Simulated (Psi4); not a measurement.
# GeH2F2 (GeF2H2): a chain of runs

Wanted: a structure relaxation (MP2/def2-SVP), then vibrational wavenumbers of GeH2F2 (GeF2H2). 

The calculation is run with Psi4 1.11.

## Step 1: The system as given

The species is GeH2F2 (5 atoms), meant as a singlet with charge 0. As SMILES, `[H][Ge]([H])([F])[F]`. Geometry: a GFN2-xTB relaxation, a rough one for these elements and not checked as a minimum. The run starts from this shape.

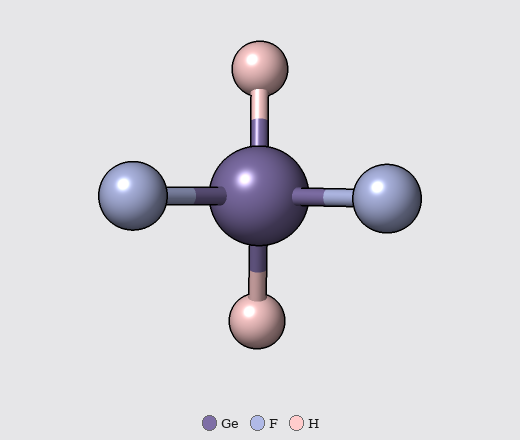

The structure, seen from a chosen angle (germanium purple, fluorine light blue, hydrogen pink).

## Step 2: A structure relaxation at MP2/def2-SVP (density fitting, density fitting for correlation) (run 1)

Contents of f2geh2.in:

```
memory 1600 mb

molecule system {
  Ge    -0.132280     0.000410    -0.092480
  F     -0.009760    -0.018810     1.623630
  F      1.520450     0.011210    -0.569850
  H     -0.691920     1.329840    -0.464690
  H     -0.686500    -1.322660    -0.496610
  units angstrom
}

set basis def2-SVP
set geom_maxiter 60
set num_frozen_docc 11

result, w = optimize("mp2", return_wfn=True)
```

Launch:

```console
$ psi4 -n 1 f2geh2.in f2geh2.out
```

f2geh2.out:

```text
[...]
  Running in c1 symmetry.
[...]
  Nuclear repulsion =  223.508835894631630
[...]
  Multiplicity = 1
[...]
  Nalpha       = 26
  Nbeta        = 26
[...]
    Number of basis functions: 70
[...]
   @DF-RHF iter   1: -2274.15987255770915   -3.51506e+00   2.88941e-02 DIIS/ADIIS
[...]
   @DF-RHF iter   9: -2275.04856527823540   -5.00222e-12   2.80063e-11 DIIS
[...]
    Orbital Energies [Eh]
    ---------------------
    Doubly Occupied:
       1A   -405.276946     2A    -52.200346     3A    -46.302309
       4A    -46.301996     5A    -46.301324     6A    -26.269292
       7A    -26.269262     8A     -7.262904     9A     -5.243126
      10A     -5.241844    11A     -5.239452    12A     -1.733594
      13A     -1.724240    14A     -1.714748    15A     -1.712700
      16A     -1.712328    17A     -1.533530    18A     -1.511035
      19A     -0.788930    20A     -0.668792    21A     -0.665142
      22A     -0.664132    23A     -0.634505    24A     -0.619126
      25A     -0.584554    26A     -0.508858
[...]
  @DF-RHF Final Energy: -2275.04856527823540
   => Energetics <=
    Nuclear Repulsion Energy =            221.5653871196608691
    One-Electron Energy =               -3615.8578727935655479
    Two-Electron Energy =                1119.2439203956696474
    Total Energy =                      -2275.0485652782349462
[...]
 Multipole Moments:
 ------------------------------------------------------------------------------------
     Multipole            Electronic (a.u.)      Nuclear  (a.u.)        Total (a.u.)
 ------------------------------------------------------------------------------------
 L = 1.  Multiply by 2.5417464519 to convert [e a0] to [Debye]
 Dipole X            :         -0.7267635           -0.2369203           -0.9636838
 Dipole Y            :          0.0041040            0.0013965            0.0055005
 Dipole Z            :         -0.5068030           -0.1653237           -0.6721266
 Magnitude           :                                                    1.1749344
[...]
  -Total Gradient:
     Atom            X                  Y                   Z
    ------   -----------------  -----------------  -----------------
       1        0.000025853086    -0.000003321606     0.000024713015
       2       -0.000039927959     0.000001425372     0.000003480081
       3       -0.000008525913     0.000001145750    -0.000040608140
       4        0.000011547643     0.000009564635     0.000007073659
       5        0.000011053108    -0.000008814152     0.000005341392
[...]
    Final optimized geometry and variables:
    Molecular point group: c1
    Full point group: C1
    Geometry (in Angstrom), charge = 0, multiplicity = 1:
    GE          -0.274671108703     0.001575054535    -0.191581631640
    F           -0.205651524255    -0.018679528108     1.536774570587
    F            1.371257696712     0.011993521731    -0.723766565585
    H           -0.916418958437     1.304193841621    -0.621591793112
    H           -0.909933912521    -1.293682534482    -0.652353548866
    Psi4 run time: 0:00:20.57
[...]
```

On the terminal:

```text
Optimizer: Optimization complete!
```

Run time: 23 s. Hardware: 1 thread of AMD EPYC 7R43 (Zen 3), shared host; peak memory 0.25 GiB.

Step by step:

```csv
step,energy from the first frame kept (eV),largest force (eV/Å)
0,0.0000,0.7143
1,-0.0399,0.5086
2,-0.0527,0.2940
3,-0.0563,0.0293
4,-0.0563,0.0021
```

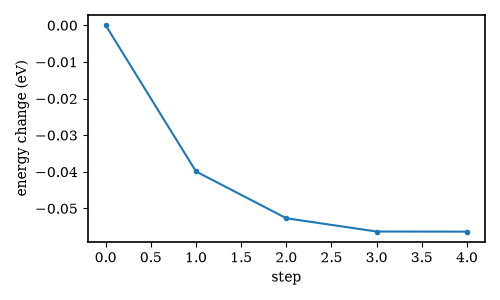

Energy along the run.

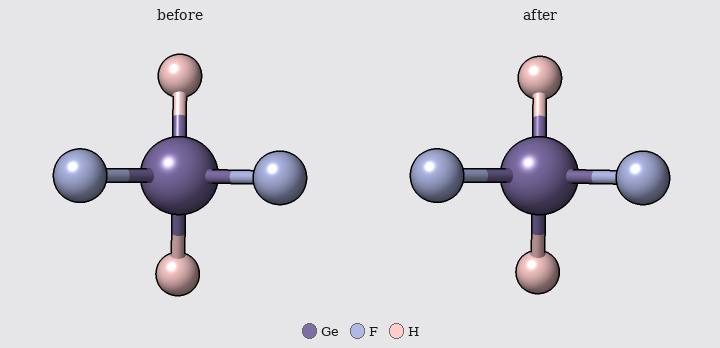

Before and after, at one scale.

After the run. Bond lengths: Ge1–F2 1.730 Å, Ge1–F3 1.730 Å, Ge1–H4 1.514 Å, Ge1–H5 1.514 Å. Angles: F2–Ge1–F3 105.6°, F2–Ge1–H4 108.1°, F2–Ge1–H5 108.1°, F3–Ge1–H4 108.1°, F3–Ge1–H5 108.1°, H4–Ge1–H5 118.1°.

## Step 3: The harmonic vibrations at MP2/def2-SVP (density fitting, density fitting for correlation) (run 2)

Contents of f2geh2.xyz:

```xyz
5
F2GeH2
Ge    -0.120782     0.000637    -0.084369
F     -0.051762    -0.019617     1.643987
F      1.525147     0.011056    -0.616554
H     -0.762529     1.303256    -0.514380
H     -0.756044    -1.294620    -0.545141
```

Contents of f2geh2.py:

```python
import psi4

psi4.set_memory('1600 MB')
psi4.set_num_threads(1)
psi4.core.set_output_file('f2geh2.out', False)

with open('f2geh2.xyz') as f:
    atoms = ''.join(f.readlines()[2:])
m = psi4.geometry('0 1\n' + atoms + '')

psi4.set_options({
    'basis': 'def2-SVP',
    'reference': 'rhf',
    't': 400.0,
    'num_frozen_docc': 11,
    'rotational_symmetry_number': 2,
})

result, w = psi4.frequency('mp2', molecule=m, return_wfn=True)
print(f'mp2 energy: {result:.10f} Eh')
print('wavenumbers / cm^-1:', w.frequencies().np.round(1))
```

Launch:

```console
$ python f2geh2.py
```

f2geh2.out:

```text
[...]
  Running in c1 symmetry.
[...]
  Nuclear repulsion =  221.565394130150310
[...]
  Multiplicity = 1
[...]
  Nalpha       = 26
  Nbeta        = 26
[...]
    Number of basis functions: 70
[...]
   @DF-RHF iter   1: -2274.15660482844442   -3.58233e+00   2.88922e-02 ADIIS/DIIS
[...]
   @DF-RHF iter  13: -2275.04856488447058    9.09495e-13   7.72673e-11 DIIS
[...]
    Orbital Energies [Eh]
    ---------------------
    Doubly Occupied:
       1A   -405.276948     2A    -52.200348     3A    -46.302310
       4A    -46.301998     5A    -46.301326     6A    -26.269293
       7A    -26.269262     8A     -7.262905     9A     -5.243127
      10A     -5.241845    11A     -5.239453    12A     -1.733595
      13A     -1.724241    14A     -1.714749    15A     -1.712701
      16A     -1.712329    17A     -1.533530    18A     -1.511035
      19A     -0.788928    20A     -0.668793    21A     -0.665142
      22A     -0.664131    23A     -0.634505    24A     -0.619126
      25A     -0.584552    26A     -0.508856
[...]
  @DF-RHF Final Energy: -2275.04856488447058
   => Energetics <=
    Nuclear Repulsion Energy =            221.5650684900010674
    One-Electron Energy =               -3615.8572129278531975
    Two-Electron Energy =                1119.2435795533815508
    Total Energy =                      -2275.0485648844705793
[...]
 Multipole Moments:
 ------------------------------------------------------------------------------------
     Multipole            Electronic (a.u.)      Nuclear  (a.u.)        Total (a.u.)
 ------------------------------------------------------------------------------------
 L = 1.  Multiply by 2.5417464519 to convert [e a0] to [Debye]
 Dipole X            :         -0.7267660           -0.2369182           -0.9636842
 Dipole Y            :          0.0039222            0.0013980            0.0053202
 Dipole Z            :         -0.5068029           -0.1653248           -0.6721276
 Magnitude           :                                                    1.1749345
[...]
  -Total Gradient:
     Atom            X                  Y                   Z
    ------   -----------------  -----------------  -----------------
       1        0.000029725271     0.000268575098     0.000031847451
       2       -0.000040094273     0.000081774382     0.000004243593
       3       -0.000008368300    -0.000011392526    -0.000040749566
       4        0.000087290135    -0.000154957023     0.000117562206
       5       -0.000068552816    -0.000183999932    -0.000112903689
[...]
  ==> Harmonic Vibrational Analysis <==
[...]
  Freq [cm^-1]                 248.4477            619.0167            684.5491
[...]
  IR activ [km/mol]            25.4851             128.4696             0.0000
[...]
  Freq [cm^-1]                 737.3014            754.9664            874.2367
[...]
  IR activ [km/mol]            89.1106             125.9245            128.7975
[...]
  Freq [cm^-1]                 893.7816           2308.9746           2316.5472
[...]
  IR activ [km/mol]            88.5035             38.9493             132.9611
[...]
  Total E_0, Enthalpy at 0 [K]                                                        -2275.63110550 [Eh]
[...]
  Total H, Enthalpy at  400.00 [K]                                                    -2275.62376947 [Eh]
[...]
  Total G, Gibbs energy at  400.00 [K]                                                -2275.66871070 [Eh]
[...]
```

Standard output:

```text
Warning: used thermodynamics relations inappropriate for low-frequency modes: ['248.4477' '619.0167']
mp2 energy: -2275.6526064435 Eh
wavenumbers / cm^-1: [ 248.4  619.   684.5  737.3  755.   874.2  893.8 2309.  2316.5]
```

It took 89 s on 1 thread of AMD EPYC 7R43 (Zen 3), shared host; peak memory 0.3 GiB.

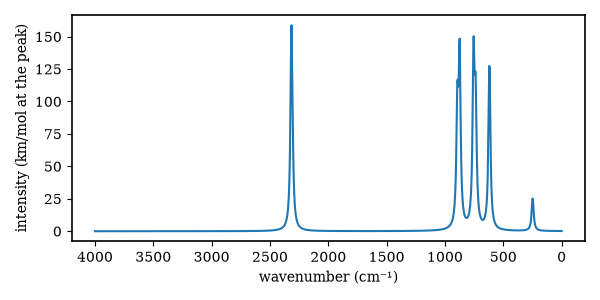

Harmonic infrared spectrum, unscaled, lines broadened by 10 cm⁻¹.

## Step 4: What came out

| quantity | value |
| --- | --- |
| run 1, MP2/def2-SVP: total energy at the end | -2275.65261 Eh |
| run 1, MP2/def2-SVP: correlation energy (11 core orbitals frozen) | -604.0 mEh |
| run 2, MP2/def2-SVP: lowest harmonic wavenumber | 248 cm⁻¹ |
| run 2, MP2/def2-SVP: highest harmonic wavenumber | 2317 cm⁻¹ |
| run 2, MP2/def2-SVP: zero-point energy | 56.5 kJ/mol |
| run 2, MP2/def2-SVP: ideal-gas entropy at 400 K (symmetry number 2 as used) | 70.5 cal/(mol K) |

The optimisation (run 1, MP2/def2-SVP) took 5 steps and changed the energy by -0.056 eV. All 9 modes (run 2, MP2/def2-SVP) are real, so the shape is a minimum at this level.
